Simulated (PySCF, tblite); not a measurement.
# C₅H₉NO: dynamics, then NMR shifts on frames, part 2 of 2

tblite 0.8.0 and PySCF 2.14.0. Atoms count from 0. Earlier steps stand in the parts before.

## Step 5: Nuclear shieldings: 625 fs, PBE0/pcSseg-1

What the job is given:

```
{"job": {"kind": "nmr", "xc": "PBE0", "basis": "pcSseg-1", "pop": false}, "charge": 0, "multiplicity": 1}
C     -2.930000    -0.308200     1.591300
C     -2.135200     0.566400     0.639000
C     -1.058100    -0.247000     0.034800
C      0.206400    -0.294900     0.506500
C      1.129500    -1.183100    -0.158300
N      2.071800    -1.757300     0.651600
O      0.967200    -1.476700    -1.314300
H     -2.217800    -0.610500     2.277400
H     -3.637500     0.342800     2.160700
H     -3.575400    -1.061100     1.106500
H     -1.699800     1.409300     1.211700
H     -2.785800     1.088500    -0.096200
H     -1.422900    -0.830300    -0.871200
H      0.458400     0.285500     1.418100
H      2.414500    -1.203800     1.439100
H      2.759100    -2.331000     0.146600
```

Level: GIAO PBE0/pcSseg-1 NMR shielding, non-relativistic, gas phase.

Standard output:

```text
coarse grid: 13160 points
cycle   1  E = -325.2909399557  dE =  1.011e+00  |g| = 8.563e-01  |ddm| = 3.481e+00
cycle   2  E = -324.8274863782  dE =  4.635e-01  |g| = 1.741e+00  |ddm| = 2.727e+00
cycle   3  E = -325.4318419477  dE = -6.044e-01  |g| = 2.332e-01  |ddm| = 2.133e+00
cycle   4  E = -325.4429997427  dE = -1.116e-02  |g| = 7.610e-02  |ddm| = 2.211e-01
cycle   5  E = -325.4441208381  dE = -1.121e-03  |g| = 2.020e-02  |ddm| = 5.499e-02
cycle   6  E = -325.4442101249  dE = -8.929e-05  |g| = 5.738e-03  |ddm| = 2.055e-02
cycle   7  E = -325.4442171036  dE = -6.979e-06  |g| = 1.894e-03  |ddm| = 5.557e-03
final grid: 126592 points
cycle   8  E = -325.4926223661  dE = -1.285e-05  |g| = 1.347e-02  |ddm| = 2.633e-02
cycle   9  E = -325.4925373817  dE =  8.498e-05  |g| = 2.485e-02  |ddm| = 2.980e-02
cycle  10  E = -325.4926590814  dE = -1.217e-04  |g| = 2.468e-03  |ddm| = 2.104e-02
cycle  11  E = -325.4926603815  dE = -1.300e-06  |g| = 3.665e-04  |ddm| = 2.196e-03
cycle  12  E = -325.4926604065  dE = -2.505e-08  |g| = 1.944e-04  |ddm| = 4.410e-04
cycle  13  E = -325.4926604157  dE = -9.215e-09  |g| = 3.527e-05  |ddm| = 1.773e-04
cycle  14  E = -325.4926604160  dE = -2.944e-10  |g| = 9.172e-06  |ddm| = 4.365e-05
converged SCF energy = -325.4926604160

GIAO shielding tensors (ppm)
atom      isotropic    diamagn.    paramagn.     s11        s22        s33       span
  0 C      169.532     244.470     -74.937    156.409    167.666    184.522     28.113
  1 C      152.184     249.576     -97.392    140.189    147.460    168.902     28.713
  2 C       17.874     256.600    -238.727   -104.555      5.265    152.911    257.465
  3 C       56.840     259.318    -202.478    -48.453     83.547    135.427    183.880
  4 C       17.895     247.109    -229.215    -73.563     26.131    101.116    174.679
  5 N      154.310     322.737    -168.427     70.043    149.539    243.346    173.303
  6 O      -86.595     404.144    -490.738   -391.249   -193.982    325.446    716.694
  7 H       31.943      30.142       1.801     27.194     31.700     36.935      9.741
  8 H       29.811      25.714       4.096     25.792     27.028     36.612     10.819
  9 H       29.825      27.083       2.743     26.192     27.708     35.576      9.383
 10 H       29.310      32.316      -3.006     25.623     28.603     33.704      8.081
 11 H       29.004      30.209      -1.206     25.438     26.987     34.586      9.147
 12 H       23.233      32.353      -9.120     19.355     22.864     27.479      8.124
 13 H       25.145      34.121      -8.977     21.720     24.399     29.315      7.596
 14 H       27.000      31.558      -4.559     22.422     26.329     32.248      9.826
 15 H       26.992      28.611      -1.619     22.352     24.021     34.603     12.251
```

It took 17 s on 1 thread of Arm Neoverse V1, shared host; peak memory 0.78 GiB.

This run: δ C2 169.1, C4 169.0, C3 130.1, C1 34.7, H12 8.48, H13 6.57 ppm.

## Step 6: Shielding tensors: 800 fs, PBE0/pcSseg-1

What the job is given:

```
{"job": {"kind": "nmr", "xc": "PBE0", "basis": "pcSseg-1", "pop": false}, "charge": 0, "multiplicity": 1}
C     -2.846100    -0.163200     1.878000
C     -1.670400     0.726200     1.461300
C     -0.742600    -0.101100     0.674100
C      0.449200    -0.425000     1.146900
C      1.350200    -1.237900     0.348400
N      2.447200    -1.645200     1.095200
O      1.228000    -1.539000    -0.811400
H     -2.659500    -1.124100     2.274800
H     -3.617300     0.348500     2.448000
H     -3.438800    -0.447400     0.981400
H     -1.121900     1.212900     2.297800
H     -2.132300     1.553300     0.820800
H     -0.967100    -0.573100    -0.242700
H      0.718400     0.037000     2.049100
H      2.616800    -1.171200     1.956300
H      3.215400    -2.078300     0.618900
```

With the program's defaults for keys left out, this is: GIAO PBE0/pcSseg-1 NMR shielding, non-relativistic, gas phase.

Standard output:

```text
coarse grid: 13160 points
cycle   1  E = -325.2978553695  dE =  1.076e+00  |g| = 8.478e-01  |ddm| = 3.513e+00
cycle   2  E = -324.8833694831  dE =  4.145e-01  |g| = 1.678e+00  |ddm| = 2.758e+00
cycle   3  E = -325.4337431340  dE = -5.504e-01  |g| = 2.375e-01  |ddm| = 2.152e+00
cycle   4  E = -325.4454936506  dE = -1.175e-02  |g| = 6.763e-02  |ddm| = 2.233e-01
cycle   5  E = -325.4463265445  dE = -8.329e-04  |g| = 2.227e-02  |ddm| = 5.283e-02
cycle   6  E = -325.4464397287  dE = -1.132e-04  |g| = 4.974e-03  |ddm| = 2.148e-02
cycle   7  E = -325.4464447650  dE = -5.036e-06  |g| = 1.676e-03  |ddm| = 4.646e-03
final grid: 126592 points
cycle   8  E = -325.4956779545  dE = -1.664e-05  |g| = 1.339e-02  |ddm| = 3.175e-02
cycle   9  E = -325.4955968250  dE =  8.113e-05  |g| = 2.449e-02  |ddm| = 3.085e-02
cycle  10  E = -325.4957138927  dE = -1.171e-04  |g| = 2.629e-03  |ddm| = 2.202e-02
cycle  11  E = -325.4957153663  dE = -1.474e-06  |g| = 3.950e-04  |ddm| = 2.361e-03
cycle  12  E = -325.4957153974  dE = -3.102e-08  |g| = 1.893e-04  |ddm| = 4.634e-04
cycle  13  E = -325.4957154059  dE = -8.565e-09  |g| = 3.757e-05  |ddm| = 1.859e-04
cycle  14  E = -325.4957154063  dE = -3.304e-10  |g| = 9.536e-06  |ddm| = 4.040e-05
converged SCF energy = -325.4957154063

GIAO shielding tensors (ppm)
atom      isotropic    diamagn.    paramagn.     s11        s22        s33       span
  0 C      173.472     241.810     -68.338    157.371    167.016    196.028     38.657
  1 C      151.454     247.350     -95.897    143.447    145.514    165.400     21.953
  2 C       25.783     257.131    -231.348   -111.316     22.400    166.266    277.582
  3 C       57.226     263.053    -205.827    -54.773     96.484    129.968    184.741
  4 C       20.574     244.914    -224.340    -69.713     33.666     97.769    167.482
  5 N      147.801     323.927    -176.126     54.753    143.206    245.444    190.692
  6 O      -52.886     406.141    -459.027   -322.842   -189.175    353.359    676.202
  7 H       31.720      28.323       3.397     27.871     29.713     37.575      9.704
  8 H       30.539      25.338       5.201     26.126     27.338     38.153     12.027
  9 H       30.156      28.169       1.988     26.254     28.010     36.205      9.951
 10 H       28.879      30.462      -1.583     25.038     28.522     33.076      8.038
 11 H       28.020      29.336      -1.316     24.350     26.254     33.455      9.105
 12 H       24.315      35.823     -11.507     19.481     24.538     28.926      9.445
 13 H       26.205      37.413     -11.208     21.524     25.120     31.972     10.448
 14 H       27.482      33.028      -5.546     22.861     27.174     32.411      9.550
 15 H       27.490      30.156      -2.667     22.977     24.261     35.231     12.254
```

Wall time 17 s (1 thread of Arm Neoverse V1, shared host); peak memory 0.78 GiB.

This run: δ C4 166.4, C2 161.1, C3 129.7, C1 35.5, H12 7.40, H13 5.51 ppm.

## Step 7: Nuclear shieldings: 1000 fs, PBE0/pcSseg-1

What the job is given:

```
{"job": {"kind": "nmr", "xc": "PBE0", "basis": "pcSseg-1", "pop": false}, "charge": 0, "multiplicity": 1}
C     -2.278400     0.359400     2.413400
C     -1.587900     1.316500     1.354800
C     -0.446100     0.615700     0.692400
C      0.296800    -0.451200     0.965300
C      1.356700    -0.843100     0.084800
N      2.002900    -2.018600     0.460800
O      1.701100    -0.195100    -0.852500
H     -1.459700     0.110300     3.166300
H     -3.123200     0.700900     2.943300
H     -2.518000    -0.507600     1.781300
H     -1.329300     2.254300     1.778200
H     -2.360700     1.523900     0.605600
H     -0.086000     1.014300    -0.293700
H      0.269700    -1.016900     1.865300
H      1.371700    -2.674700     0.866500
H      2.808200    -2.261700    -0.141600
```

With the program's defaults for keys left out, this is: GIAO PBE0/pcSseg-1 NMR shielding, non-relativistic, gas phase.

Standard output:

```text
coarse grid: 13160 points
cycle   1  E = -325.2947464470  dE =  1.019e+00  |g| = 8.365e-01  |ddm| = 3.529e+00
cycle   2  E = -324.9073045615  dE =  3.874e-01  |g| = 1.630e+00  |ddm| = 2.741e+00
cycle   3  E = -325.4272607448  dE = -5.200e-01  |g| = 2.217e-01  |ddm| = 2.126e+00
cycle   4  E = -325.4373536765  dE = -1.009e-02  |g| = 6.790e-02  |ddm| = 2.124e-01
cycle   5  E = -325.4382057045  dE = -8.520e-04  |g| = 2.176e-02  |ddm| = 5.524e-02
cycle   6  E = -325.4383159422  dE = -1.102e-04  |g| = 5.245e-03  |ddm| = 2.191e-02
cycle   7  E = -325.4383214218  dE = -5.480e-06  |g| = 2.098e-03  |ddm| = 5.284e-03
final grid: 126592 points
cycle   8  E = -325.4881688251  dE = -2.044e-05  |g| = 1.332e-02  |ddm| = 3.598e-02
cycle   9  E = -325.4880897191  dE =  7.911e-05  |g| = 2.416e-02  |ddm| = 3.090e-02
cycle  10  E = -325.4882047728  dE = -1.151e-04  |g| = 2.456e-03  |ddm| = 2.193e-02
cycle  11  E = -325.4882060526  dE = -1.280e-06  |g| = 3.654e-04  |ddm| = 2.292e-03
cycle  12  E = -325.4882060767  dE = -2.419e-08  |g| = 1.981e-04  |ddm| = 4.414e-04
cycle  13  E = -325.4882060862  dE = -9.417e-09  |g| = 3.797e-05  |ddm| = 1.938e-04
cycle  14  E = -325.4882060865  dE = -3.462e-10  |g| = 9.766e-06  |ddm| = 4.774e-05
converged SCF energy = -325.4882060865

GIAO shielding tensors (ppm)
atom      isotropic    diamagn.    paramagn.     s11        s22        s33       span
  0 C      169.315     251.785     -82.471    158.038    168.891    181.014     22.976
  1 C      160.189     246.484     -86.296    147.667    160.309    172.590     24.923
  2 C       24.935     259.496    -234.560    -91.882      4.413    162.274    254.156
  3 C       66.329     260.172    -193.843    -36.909     79.974    155.923    192.832
  4 C       17.618     248.174    -230.555    -72.403     28.593     96.665    169.068
  5 N      146.687     327.718    -181.031     51.694    139.376    248.991    197.297
  6 O      -68.070     406.650    -474.719   -365.309   -198.080    359.181    724.490
  7 H       29.102      29.196      -0.094     24.649     28.539     34.117      9.468
  8 H       31.042      28.601       2.441     26.969     28.291     37.866     10.898
  9 H       30.152      30.872      -0.721     26.264     29.033     35.158      8.894
 10 H       29.865      29.255       0.609     25.615     27.961     36.017     10.402
 11 H       29.166      30.045      -0.879     24.304     27.894     35.299     10.995
 12 H       23.383      33.767     -10.385     20.214     22.130     27.804      7.590
 13 H       26.583      36.088      -9.505     23.211     23.975     32.564      9.352
 14 H       27.270      33.686      -6.416     23.152     27.341     31.316      8.164
 15 H       26.305      29.776      -3.471     22.694     22.964     33.258     10.563
```

It took 17 s on 1 thread of Arm Neoverse V1, shared host; peak memory 0.78 GiB.

This run: δ C4 169.3, C2 162.0, C3 120.6, C1 26.7, H12 8.33, H15 5.41 ppm.

## Step 8: Run by run: NMR shifts

Shifts (ppm) of some atoms, chosen among heavy atoms and hydrogens apart, with basis size and wall time:

```
  frame     C2     C3    C1     H7   H15     N5     O6  functions  time
 250 fs  154.4  131.4  26.6   2.91  1.94  106.3  398.1        164  17 s
 425 fs  162.8  127.8  33.8  -1.44  6.51  134.7  407.2        164  17 s
 625 fs  169.1  130.1  34.7  -0.23  4.72  113.4  422.7        164  17 s
 800 fs  161.1  129.7  35.5   0.00  4.23  119.9  389.0        164  17 s
1000 fs  162.0  120.6  26.7   2.62  5.41  121.0  404.1        164  17 s
```

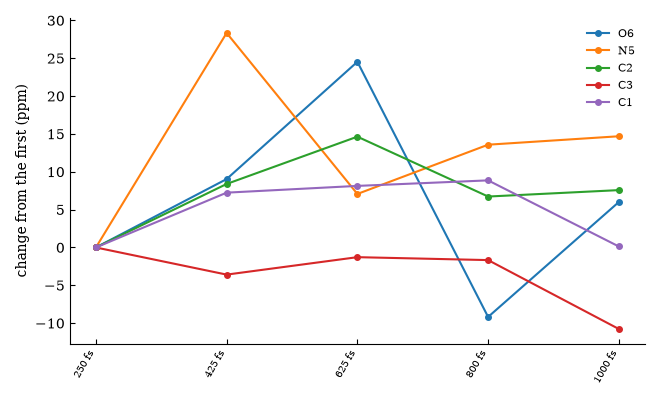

How five of the tabulated atoms move from run to run.

## Step 9: Summary of results

The summary covers parts 1 to 2.

| quantity | value |
| --- | --- |
| thermostat | 400 K |
| mean temperature, second half | 382 K |
| mean potential energy above the minimum | 0.64 eV |
| ¹³C shifts against TMS (PBE0/pcSseg-1, 250 fs) | 168.1, 154.4, 131.4, 26.6, 22.2 ppm |
| ¹H shifts against TMS (PBE0/pcSseg-1, 250 fs) | 7.16, 5.48, 4.73, 2.91, 1.94, 1.89, 1.75, 1.41, 0.36 ppm |
| ¹⁵N shifts against NH3 (PBE0/pcSseg-1, 250 fs) | 106.3 ppm |
| ¹⁷O shifts against H2O (PBE0/pcSseg-1, 250 fs) | 398.1 ppm |
| range of the shift of O6 | 389.0 to 422.7 ppm |

In the second half the potential energy averages 0.64 eV above the minimum; equipartition over 42 harmonic modes at 400 K would give 0.72 eV. With 16 atoms the temperature swings widely (192 to 484 K). Shifts at one fixed geometry are not the observed spectrum, which averages over the motion. In the first frame run (250 fs): The widest tensor belongs to O6: span 692 ppm, with a paramagnetic part of -465 ppm. Across the 5 runs the shift of O6 moves most, between 389.0 (800 fs) and 422.7 ppm (625 fs).
